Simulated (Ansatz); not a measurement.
**B in place of C at several sites of C(110) slab, H on both faces (240 atoms)**

At which site of C(110) slab, H on both faces (240 atoms) does B in place of C cost least, and what about the site decides it?

Calculated with Ansatz 0.2.0; Kohn-Sham DFT, PBE+D3(BJ), PAW (set soft_2), plane waves.

**1. Set-up**

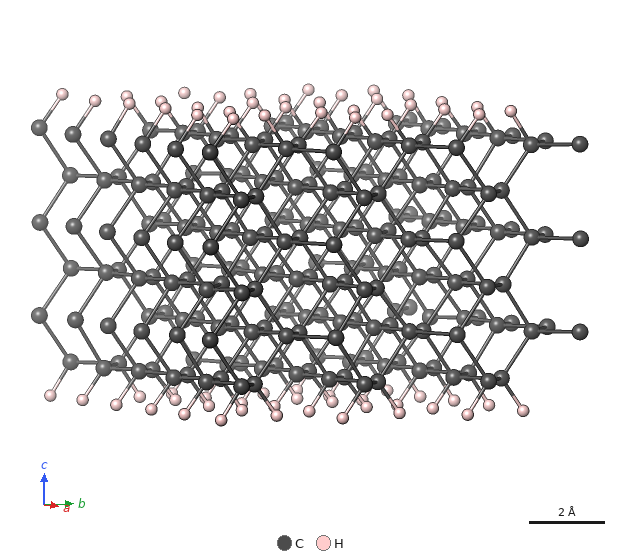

The starting structure, seen from the side, with the c axis up (carbon dark grey, hydrogen pink). Bonds to atoms that aren't drawn are left out. Some periodic images of atoms are drawn too.

The cell holds 240 atoms: 180 C and 60 H. Its edges and angles: a = 12.611 Å, b = 10.701 Å, c = 18.086 Å, α = 90.0°, β = 90.0°, γ = 90.0°. It derives from C (diamond-structure). Diamond-structure C (a = 3.567 Å), (110) slab of 6 atomic planes, 5 x 3 surface cells, H on the broken bonds of both faces, 10 Å of vacuum; displaced by a Gaussian of 0.02 Å. Regions: slab, 180 atoms (180 C); hydrogen, 60 atoms (60 H). Vacuum lies along c.

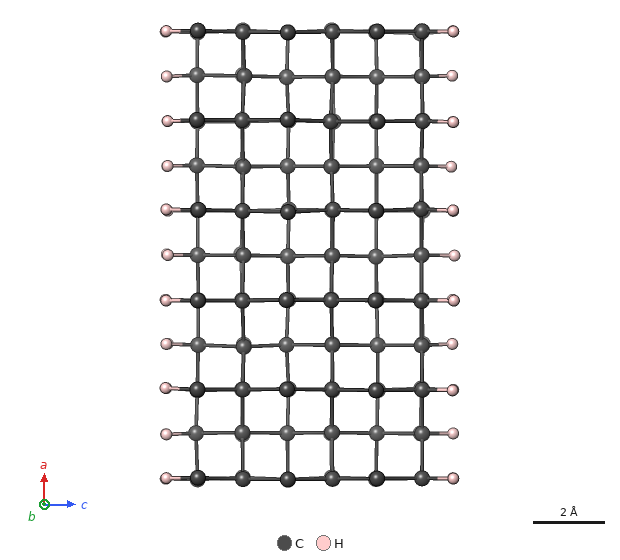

A slice 6 Å thick through the middle of the cell. Bonds to atoms that aren't drawn are left out.

What the set-up can't give: The Brillouin zone is sampled at Γ only, in a cell whose shortest periodic width is 11 Å.

**2. Single point at the start**

A single point comes first, to see the forces before anything moves.

The input, input.yaml:

```yaml
crystal:
  lattice:
    - [12.61125, 0.0, 0.0]
    - [0.0, 10.701, 0.0]
    - [0.0, 0.0, 18.08559]
  atoms:
    - { symbol: C, position: [0.90005, 0.16548, 0.32467] }
    - { symbol: C, position: [0.00114, 0.08398, 0.32577] }
    - { symbol: C, position: [0.99968, 0.99988, 0.39605] }
    - { symbol: C, position: [0.90261, 0.25105, 0.39557] }
    - { symbol: C, position: [0.89751, 0.16807, 0.46645] }
    - { symbol: C, position: [0.9995, 0.08571, 0.46541] }
    - { symbol: C, position: [0.99882, 0.00189, 0.53484] }
    - { symbol: C, position: [0.89947, 0.24786, 0.53617] }
    - { symbol: C, position: [0.9011, 0.16902, 0.60495] }
    - { symbol: C, position: [0.00054, 0.08319, 0.60414] }
    - { symbol: C, position: [0.00044, 0.99936, 0.67621] }
    - { symbol: C, position: [0.8997, 0.25201, 0.67463] }
    - { symbol: C, position: [0.09938, 0.1684, 0.32621] }
    - { symbol: C, position: [0.20172, 0.08085, 0.32396] }
    - { symbol: C, position: [0.20173, 0.00395, 0.39678] }
    - { symbol: C, position: [0.09924, 0.25122, 0.39523] }
    - { symbol: C, position: [0.10268, 0.16624, 0.4655] }
    - { symbol: C, position: [0.20078, 0.08747, 0.46642] }
    - { symbol: C, position: [0.19857, 0.00147, 0.53631] }
    - { symbol: C, position: [0.1018, 0.25058, 0.53328] }
    - { symbol: C, position: [0.09991, 0.1674, 0.60455] }
    - { symbol: C, position: [0.20129, 0.08344, 0.60406] }
    - { symbol: C, position: [0.19913, 0.99858, 0.67362] }
    - { symbol: C, position: [0.10123, 0.2534, 0.67315] }
    - { symbol: C, position: [0.90258, 0.49776, 0.32417] }
    - { symbol: C, position: [0.99846, 0.41801, 0.32504] }
    - { symbol: C, position: [0.00248, 0.33866, 0.39561] }
    - { symbol: C, position: [0.90075, 0.58478, 0.39819] }
    - { symbol: C, position: [0.89813, 0.49636, 0.46409] }
    - { symbol: C, position: [0.99788, 0.41842, 0.46603] }
    - { symbol: C, position: [0.00266, 0.33319, 0.53434] }
    - { symbol: C, position: [0.89956, 0.58321, 0.5357] }
    [... 202 atom lines left out ...]
    - { symbol: H, position: [0.60005, 0.72686, 0.72349] }
    - { symbol: H, position: [0.49837, 0.85782, 0.72201] }
    - { symbol: H, position: [0.6996, 0.89237, 0.27711] }
    - { symbol: H, position: [0.7997, 0.69421, 0.27839] }
    - { symbol: H, position: [0.7975, 0.72653, 0.7239] }
    - { symbol: H, position: [0.69928, 0.86098, 0.72197] }
kpoints:
  mp_grid: { grid: [1, 1, 1] }
hamiltonian:
  xc: pbe
  dispersion: d3bj
scf:
  occupations: { method: gaussian, width: 0.025 }
output:
  forces: true
```

Launch:

```bash
> ansatz run input.yaml --threads 4 --pin off --max-ram 15872MiB --backend cpu --events-out ev --progress --plain --runs-dir out
```

Numbers of over 12 decimals in the logs are rounded to 6 here.

Log:

```text
[...]
Pseudopotentials: kind: paw
Pseudopotential: C, paw, valence charge 4, recommended cutoff 420 eV (normal), C.paw.azcp
Pseudopotential: H, paw, valence charge 1, recommended cutoff 420 eV (normal), H.paw.azcp
[... 5 lines on functional and potentials left out ...]
Crystal: 240 atoms, lattice volume = 2440.704 Å³
Basis set: ecut = 420 eV, 47673 PW (Γ), exchange–correlation on 180×144×250 points (8 copies of the dense FFT grid, shifted against one another)
Bands: 630, of which v1, the nominal top of the filled ones, is band 390 counted from 1 (389 counted from 0)
Symmetry: 1 space group operations
Space group: P1 (ITA 1), of the structure as read, at distance tolerance 1.3e-4 Å
k-points: 1
[... 5 lines on functional and potentials left out ...]
Initial density: superposition of atomic densities (neutral atoms: chi_scale 0, normalization atom), corrected by the library's trained network
Initial wavefunctions: pseudopotential atomic-orbital guess
[...]
SCF iter   1: F=—  HF=-46135.205875 eV  |F-HF|=—  |Δ(HF+E_count)|=         —  Δρ=4.21e-3  dr2=1.64e0  ethr=1.77e-3  ⟨swp⟩=8.0  Hψ=3154  notcnv=0  defer=204
preconditioner: auto → Resta (q_TF=auto, 2.256 Å⁻¹)  ε∞=2.7  [insulator: Δε(μ)=2.661 eV  Ē_g=16.199 eV  σ=0.025 eV  W_gap=1.00  n_scr=466 (ndim 8)  ℏωp=21.0 eV  f_vac=0.442  D(μ)=0.00/eV (n_scr^D=0)  ε∞_Penn≈2.7  vacuum switching on, ρ_ref=1.9e-2 e/Å³]
SCF iter   2: F=—  HF=-46134.927164 eV  |F-HF|=—  |Δ(HF+E_count)|=   2.79e-1  Δρ=2.89e-3  dr2=1.71e-1  ethr=2.10e-4  ⟨swp⟩=2.0  Hψ=884  notcnv=0  defer=234
SCF iter   3: F=—  HF=-46134.909775 eV  |F-HF|=—  |Δ(HF+E_count)|=   1.74e-2  Δρ=1.15e-3  dr2=3.26e-2  ethr=2.19e-5  ⟨swp⟩=3.0  Hψ=673  notcnv=0  defer=56
automatic band count: iteration 3 solves 452 bands in place of 630: the levels show a gap, and the empty bands left out lie too high to hold charge; the band table lists the bands solved (type scf.n_extra_bands for more)
SCF iter   4: F=—  HF=-46134.907736 eV  |F-HF|=—  |Δ(HF+E_count)|=   2.04e-3  Δρ=1.98e-4  dr2=8.40e-4  ethr=4.19e-6  ⟨swp⟩=4.0  Hψ=745  notcnv=0  defer=56
SCF iter   5: F=—  HF=-46134.908177 eV  |F-HF|=—  |Δ(HF+E_count)|=   4.41e-4  Δρ=8.57e-5  dr2=1.68e-4  ethr=1.08e-7  ⟨swp⟩=2.0  Hψ=792  notcnv=0  defer=56
SCF iter   6: F=—  HF=-46134.908195 eV  |F-HF|=—  |Δ(HF+E_count)|=   1.78e-5  Δρ=1.69e-5  dr2=5.10e-6  ethr=2.15e-8  ⟨swp⟩=2.0  Hψ=783  notcnv=0  defer=56
SCF iter   7: F=—  HF=-46134.909274 eV  |F-HF|=—  |Δ(HF+E_count)|=   1.08e-3  Δρ=5.55e-6  dr2=7.14e-7  ethr=6.54e-10  ⟨swp⟩=2.0  Hψ=842  notcnv=0  defer=56
SCF iter   8: F=-46134.909274 eV  HF=-46134.909274 eV  |F-HF|=1.49e-8  |Δ(HF+E_count)|=   3.32e-8  Δρ=1.19e-6  dr2=2.90e-8  ethr=1.28e-11  ⟨swp⟩=4.0  Hψ=1622  notcnv=0
SCF 1 converged in 8 iterations: F = -46134.909274 eV  dr2 = 2.90e-8
[...]
SCF converged after 8 iterations
Free energy (F): -46134.909274 eV
Harris-Foulkes:  -46134.909274 eV  (|F-HF|=1.49e-8)
Internal energy: -46134.909274 eV  (E = F + TS)
E sigma→0 (E₀):  -46134.909274 eV
Fermi energy:    5.143940 eV
--- Per-component energies (eV) ---
[...]
Σ components = -46134.909274   (vs F -46134.909274, Δ=0.00e0)
--- Forces (eV/Å), atoms counted from 1 ---
  atom   1  C      0.02880619    -0.79905565     1.55883348
  atom   2  C     -0.59018585     1.31987860     0.92840541
  atom   3  C      0.03086322     0.33014641    -1.07436230
  atom   4  C     -1.32099808     0.18294719    -0.29582055
[...]
atom 240  H      0.04791476    -1.34287158     2.00572186
  max |Σ_I F_I| component: 7.77e-5 eV/Å
```

It took 39 s on 4 threads of Arm Neoverse V1, shared host; peak memory 3.7 GiB.

In the SCF lines HF is the Harris–Foulkes energy and dr2 the Hartree energy of the density residual, in eV; the loop may stop once dr2 is under the threshold and the program's other checks hold. Hψ counts applications of the Hamiltonian.

The r.m.s. force at the start is 1.0 eV/Å.

**3. Relaxation**

With the cell held, the atoms are moved downhill towards a nearby minimum.

The input, input.yaml:

```yaml
crystal:
  lattice:
    - [12.61125, 0.0, 0.0]
    - [0.0, 10.701, 0.0]
    - [0.0, 0.0, 18.08559]
  atoms:
    [... the 240 atom lines of step 2 ...]
kpoints:
  mp_grid: { grid: [1, 1, 1] }
hamiltonian:
  xc: pbe
  dispersion: d3bj
scf:
  occupations: { method: gaussian, width: 0.025 }
output:
  forces: true
relax:
  f_tol: 0.05
  max_steps: 120
```

Log:

```text
[...]
Crystal: 240 atoms, lattice volume = 2440.704 Å³
Basis set: ecut = 420 eV, 47673 PW (Γ), exchange–correlation on 180×144×250 points (8 copies of the dense FFT grid, shifted against one another)
Bands: 630, of which v1, the nominal top of the filled ones, is band 390 counted from 1 (389 counted from 0)
Symmetry: 1 space group operations
[...]
k-points: 1
[...]
SCF iter   1: F=—  HF=-46135.205865 eV  |F-HF|=—  |Δ(HF+E_count)|=         —  Δρ=4.21e-3  dr2=1.64e0  ethr=1.77e-3  ⟨swp⟩=8.0  Hψ=3154  notcnv=0  defer=204
[...]
SCF iter   5: F=—  HF=-46134.909251 eV  |F-HF|=—  |Δ(HF+E_count)|=   4.32e-4  Δρ=8.49e-5  dr2=1.69e-4  ethr=1.07e-7  ⟨swp⟩=2.0  Hψ=1024  notcnv=0  defer=234
SCF iter   6: F=-46134.909272 eV  HF=-46134.909273 eV  |F-HF|=9.27e-7  |Δ(HF+E_count)|=   2.20e-5  Δρ=1.65e-5  dr2=5.01e-6  ethr=8.01e-9  ⟨swp⟩=3.0  Hψ=1803  notcnv=0
SCF 1 converged in 6 iterations: F = -46134.909272 eV  dr2 = 5.01e-6
[...]
relax step   1: F+E_penalty+E_count = -46134.90927244 eV  Δ(F+E_penalty+E_count) = +0.000e0 eV  max|allowed force component| = 3.649e0 eV/Å  Δτ_max = 0.0000 Å  (6 SCF iters, dr2 threshold 6.25e-5 eV, accepted)
[...]
relax step   2: F+E_penalty+E_count = -46141.03592135 eV  Δ(F+E_penalty+E_count) = -6.127e0 eV  max|allowed force component| = 1.213e0 eV/Å  Δτ_max = 0.0899 Å  (6 SCF iters, dr2 threshold 1.00e-4 eV, accepted)
[...]
relax step   3: F+E_penalty+E_count = -46142.11649290 eV  Δ(F+E_penalty+E_count) = -1.081e0 eV  max|allowed force component| = 2.883e-2 eV/Å  Δτ_max = 0.0492 Å  (5 SCF iters, dr2 threshold 9.20e-5 eV, accepted)
[...]
relax step   4: F+E_penalty+E_count = -46142.11650068 eV  Δ(F+E_penalty+E_count) = -7.778e-6 eV  max|allowed force component| = 2.939e-2 eV/Å  Δτ_max = 0.0000 Å  (4 SCF iters, accepted)
SCF converged after 4 iterations
Free energy (F): -46142.116501 eV
[...]
Internal energy: -46142.116501 eV  (E = F + TS)
E sigma→0 (E₀):  -46142.116501 eV
Fermi energy:    5.080842 eV
[...]
Σ components = -46142.116501   (vs F -46142.116501, Δ=0.00e0)
--- Forces (eV/Å), atoms counted from 1 ---
  atom   1  C     -0.00563857    -0.00006582    -0.00597953
  atom   2  C      0.01358906     0.00230218     0.00635137
  atom   3  C     -0.00644121    -0.01078195     0.00542691
  atom   4  C     -0.00275667     0.00195426    -0.00543849
[...]
atom 240  H     -0.00315967    -0.00507514    -0.00090643
  max |Σ_I F_I| component: 7.09e-5 eV/Å
--- Relaxed structure (4 steps of the walk, 4 accepted, 0 SCFs on fresh bases) ---
  F+E_penalty+E_count = -46142.11650068 eV   max|allowed force component| = 2.939e-2 eV/Å
  atoms:
    - { symbol: C, position: [0.899881, 0.165596, 0.327502] }
    - { symbol: C, position: [-0.000167212, 0.085778, 0.327492] }
    - { symbol: C, position: [0.999861, 1.000438, 0.395606] }
    - { symbol: C, position: [0.899856, 0.251029, 0.395583] }
[...]
- { symbol: H, position: [0.699953, 0.863190, 0.723514] }
```

Elapsed: 2.2 min, on 4 threads; peak memory 3.7 GiB.

The relaxation converged after 4 steps, 7.21 eV below its start, with a largest force component of 0.029 eV/Å.

**4. Single point at the relaxed geometry**

One more single point at the end of the walk gives the fuller output and checks the residual forces.

The input, input.yaml:

```yaml
crystal:
  lattice:
    - [12.61125, 0.0, 0.0]
    - [0.0, 10.701, 0.0]
    - [0.0, 0.0, 18.08559]
  atoms:
    - { symbol: C, position: [0.89988, 0.1656, 0.3275] }
    - { symbol: C, position: [0.99983, 0.08578, 0.32749] }
    - { symbol: C, position: [0.99986, 0.00044, 0.39561] }
    - { symbol: C, position: [0.89986, 0.25103, 0.39558] }
    - { symbol: C, position: [0.89982, 0.16744, 0.4653] }
    - { symbol: C, position: [0.99983, 0.08402, 0.46532] }
    [... 228 atom lines left out ...]
    - { symbol: H, position: [0.59996, 0.72161, 0.72355] }
    - { symbol: H, position: [0.49985, 0.8631, 0.72348] }
    - { symbol: H, position: [0.69977, 0.88835, 0.27671] }
    - { symbol: H, position: [0.79958, 0.69658, 0.27664] }
    - { symbol: H, position: [0.79989, 0.72146, 0.72357] }
    - { symbol: H, position: [0.69995, 0.86319, 0.72351] }
kpoints:
  mp_grid: { grid: [1, 1, 1] }
hamiltonian:
  xc: pbe
  dispersion: d3bj
scf:
  occupations: { method: gaussian, width: 0.025 }
output:
  forces: true
  populations: true
  dos:
    method: { smearing: { sigma: 0.08 } }
    de: 0.1
    projected:
      site_lists:
        C: [C]
        H: [H]
        hydrogen: [180, 181, 182, 183, 184, 185, 186, 187, 188, 189, 190, 191, 192, 193, 194, 195, 196, 197, 198, 199, 200, 201, 202, 203, 204, 205, 206, 207, 208, 209, 210, 211, 212, 213, 214, 215, 216, 217, 218, 219, 220, 221, 222, 223, 224, 225, 226, 227, 228, 229, 230, 231, 232, 233, 234, 235, 236, 237, 238, 239]
  eigenvalues: true
  write_density: true
  write_potential: true
  volumetric_format: npy
  elf: true
```

Log:

```text
[...]
Crystal: 240 atoms, lattice volume = 2440.704 Å³
Basis set: ecut = 420 eV, 47673 PW (Γ), exchange–correlation on 180×144×250 points (8 copies of the dense FFT grid, shifted against one another)
Bands: 630, of which v1, the nominal top of the filled ones, is band 390 counted from 1 (389 counted from 0)
Symmetry: 1 space group operations
[...]
k-points: 1
[...]
SCF iter   1: F=—  HF=-46142.473510 eV  |F-HF|=—  |Δ(HF+E_count)|=         —  Δρ=4.05e-3  dr2=1.96e0  ethr=1.77e-3  ⟨swp⟩=8.0  Hψ=3143  notcnv=0  defer=172
[...]
SCF iter   8: F=-46142.116474 eV  HF=-46142.116474 eV  |F-HF|=1.18e-9  |Δ(HF+E_count)|=   5.74e-8  Δρ=7.08e-7  dr2=1.17e-8  ethr=1.28e-11  ⟨swp⟩=31.0  Hψ=7396  notcnv=0
SCF 1 converged in 8 iterations: F = -46142.116474 eV  dr2 = 1.17e-8
[...]
WARN: The output density's exchange-correlation potential varies sharply where the density is thin. Do not read a vacuum level from v_tot or v_xc, or from such a field of the output density. On a cell that repeats whose density bears no net charge and no dipole along the vacuum's axis use v_es (v_loc + v_h of the components); [...]
SCF converged after 8 iterations
Free energy (F): -46142.116474 eV
[...]
Internal energy: -46142.116474 eV  (E = F + TS)
E sigma→0 (E₀):  -46142.116474 eV
Fermi energy:    5.080841 eV
[...]
--- Forces (eV/Å), atoms counted from 1 ---
  atom   1  C     -0.00509061    -0.00098580    -0.00694119
  atom   2  C      0.01465161     0.00129291     0.00900952
  atom   3  C     -0.00584226    -0.01154285     0.00047484
  atom   4  C     -0.00403461     0.00239903    -0.00344169
  atom   5  C      0.00873875    -0.00898217    -0.00126634
  atom   6  C      0.00676918     0.00439615    -0.00247401
  atom   7  C      0.00544358     0.00571280     0.00187489
  atom   8  C      0.00298597     0.00782633     0.00054888
  atom   9  C      0.00131124     0.00657048     0.00450356
  atom  10  C     -0.01101557     0.00440190    -0.00394353
  atom  11  C     -0.00172393     0.00215111    -0.00840742
  atom  12  C      0.00065129    -0.01222625     0.00417797
  atom  13  C     -0.00560579    -0.00302562     0.00085279
  atom  14  C     -0.00314061    -0.00324385    -0.01206839
[...]
atom 239  H     -0.00212473     0.00474598    -0.00726000
  atom 240  H     -0.00330555    -0.00640101     0.00151449
  max |Σ_I F_I| component: 2.34e-5 eV/Å
--- Band table (eV) ---
[...]
--- Löwdin populations: 240 sites ---
  site symbol       q [e]
     0      C      4.1152
     1      C      4.1151
     2      C      3.9814
[...]
239      H      0.8525
  spilling = 0.004923 (of n_electrons = 780.000000)
```

Run time: 92 s. Hardware: 4 threads; peak memory 3.7 GiB; 6 min of CPU time.

The program notes that the exchange-correlation potential is rough where the density is thin.

Numbers from this run:

```yaml
free_energy: -46142.1165 eV
free_energy_per_atom: -192.2588 eV/atom
scf_cycles: 8
r_m_s_force_component: 0.00689 eV/Å
longest_force: 0.03274 eV/Å
fermi_energy: 5.081 eV
spacing_of_highest_filled_and_lowest_empty_level: 2.223 eV
potential_in_mid_vacuum_over_the_fermi_level: 2.076 eV
potential_4p5_a_over_the_upper_face: 2.076 eV
potential_4p5_a_under_the_lower_face: 2.082 eV
spilling_of_the_projection: 0.004923
```

(Part 1 of 2 ends here.)

[Logs are printed without paths, hosts, clocks, repeated set-up lines and the standing remarks that a program may print on its own settings, such as how far it seeks lower states.]

[Hosts, paths, dates, database ids (printed as entryN), source tags and the programs' standing remarks are cut or masked in the printed files.]
